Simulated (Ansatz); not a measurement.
Al2ZnSe4 (space group I-4): energy against volume

Al2ZnSe4 (space group I-4)

```yaml
crystal:
  lattice:
    - [-2.75793, 2.75793, 5.41481]
    - [2.75793, -2.75793, 5.41481]
    - [2.75793, 2.75793, -5.41481]
  atoms:
    - { symbol: Al, position: [0.25000, 0.75000, 0.50000] }
    - { symbol: Al, position: [0.50000, 0.50000, 0.00000] }
    - { symbol: Zn, position: [0.00000, 0.00000, 0.00000] }
    - { symbol: Se, position: [0.39986, 0.89222, 0.02496] }
    - { symbol: Se, position: [0.10778, 0.13274, 0.50764] }
    - { symbol: Se, position: [0.86726, 0.37490, 0.97504] }
    - { symbol: Se, position: [0.62510, 0.60014, 0.49236] }
```

Equation-of-state scan: isotropic scaling of the cell above, V₀ being its volume. The atoms relax within the cell's symmetry.

All values below come from PBEsol (plane waves to 420 eV, PAW, scalar-relativistic; Ansatz, a program for electronic structure). k mesh 9×9×9 (Γ-centred), Fermi-Dirac smearing 0.05 eV. E stands for the smeared free energy. Stress and pressure are positive under compression. With the shape held, the modulus is that of even scaling; a crystal free to change shape is softer. Al2ZnSe4 was relaxed with its symmetry unable to fall. ΔE is measured from the relaxed starting cell.

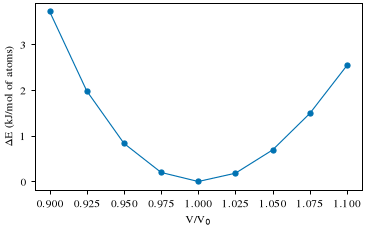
ΔE (kJ/mol of atoms) against V/V₀; computed points joined by lines.

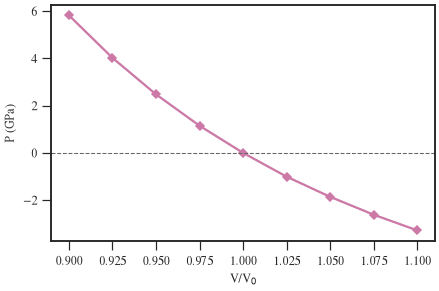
P (GPa) against V/V₀; one marker a computed point.

The bulk modulus at fixed cell shape B₀ (third-order Birch-Murnaghan fit) is 43.0 GPa and the pressure for 5 % compression (fit) comes out as 2.5 GPa. The pressure derivative B₀′ (fit) comes out as 4.8 and the energy cost of the largest compression comes out as 38.6 meV/atom. The pressure at the smallest volume is 5.82 GPa.

Check by three points about V = 23.535 Å³/atom, step 0.588: d²E/dV² ≈ (2.1 − 2·0.0 + 1.9) meV / 0.588² = 0.0116 eV/Å⁶, and V·d²E/dV² × 160.2 = 43.6 GPa.

(A scan under strain: stresses follow from slopes of the energy per volume, elastic moduli from its curvatures.)
